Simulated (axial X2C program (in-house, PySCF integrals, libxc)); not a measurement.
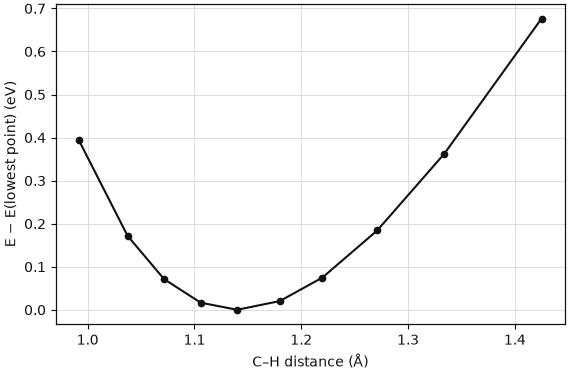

**Figure 1.** Energy at 10 bond lengths, for one set of occupations held fixed; the line joins the points. A polynomial of degree 6 through 9 points gives rₑ = 1.140 Å, ωₑ = 2807 cm⁻¹, ωₑxₑ = 53 cm⁻¹ and Bₑ = 13.96 cm⁻¹. The minimum lies 4.11 eV below C⁺ + H, each computed as one determinant at the same level.

**Relativistic diatomic calculation, with input and output: CH⁺**

CH⁺, single determinant with Ω = 0. Computed at this level: PBE0, two-component X2C with atomic mean-field Coulomb and Gaunt terms, C dyall-v3z, H dyall-v3z (cores contracted) (axial X2C program (in-house, PySCF integrals, libxc)).

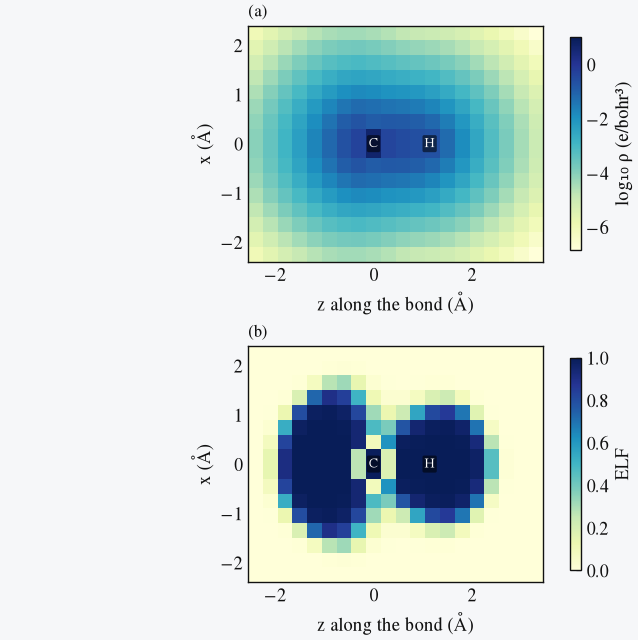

**Figure 2.** (a) electron density on a logarithmic scale; (b) electron localisation function, in a plane that holds the axis, at 1.14 Å, on points 0.3 Å apart (one half computed, the other mirrored); the structure near the nuclei is finer than these points.

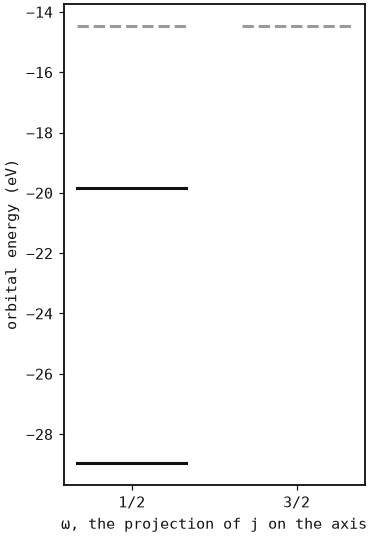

**Figure 3.** Orbital energies near the frontier at 1.14 Å, filled (solid) and empty (dashed); the Kramers partners at −ω are degenerate and not drawn. The highest filled spinor (1/2; 66 % C p, 20 % C s) lies at −19.84 eV, the lowest empty one (1/2; 92 % C p, 6 % H p) at −14.46 eV.

Input and output of the run follow.

The input:
```
{"zs": [6, 1], "q": 1, "bas": ["dyall-v3z", "dyall-v3z"], "levels": ["PBE0", "HF", "BP86"], "cc": true, "r0": 1.07, "thr": -2.0, "nmax": 90, "npts": 10, "nst": 2, "ntry": 6}
```

The line is the task of a batch: nuclear charges, charge, bases, the levels to run, a first guess of the distance and further settings. This report covers PBE0 with spin-orbit coupling. The log is that of the reference distance 1.14 Å, started from orbitals converged before.

The run was one of a batch that the task file lists, launched with:
```bash
python <driver script> task.json out
```

Output:
```
two-component X2C + atomic mean field  PBE0
basis functions 59  fitting functions 351  grid points 4343
iter        total energy     max residual
   1        -38.050579620     2.45e-05
   2        -38.050579652     1.53e-05
   3        -38.050579663     1.09e-05
   4        -38.050579673     2.39e-07
   5        -38.050579673     4.64e-08
converged
one-electron -53.53098549  Coulomb 17.92812277  exact exchange -1.27500824  xc functional -3.95638163  nuclear repulsion 2.78514322  atomic mean-field constant -0.00147030
```

The points of the curve:

```csv
R (Å),E (hartree),"dipole (D; origin at the first atom, positive when the second is positive)",highest filled (eV),lowest empty (eV)
0.992,−38.036115,2.16,−20.13,−14.64
1.037,−38.044272,2.18,−20.05,−14.58
1.072,−38.047967,2.19,−19.98,−14.54
1.106,−38.049974,2.21,−19.91,−14.50
1.140,−38.050580,2.23,−19.84,−14.46
1.180,−38.049836,2.25,−19.74,−14.42
1.220,−38.047831,2.27,−19.65,−14.38
1.271,−38.043810,2.30,−19.51,−14.32
1.334,−38.037274,2.35,−19.34,−14.26
1.425,−38.025719,2.43,−19.06,−14.17
```

Summary:

- outcome: converged
- bond length rₑ: 1.140 Å
- ωₑ: 2807 cm⁻¹
- energy at the minimum: −38.05058 hartree
- depth below the fragments: 4.11 eV
- hardware: 1 thread of Intel Xeon (Granite Rapids), 128 GiB of memory available, shared host
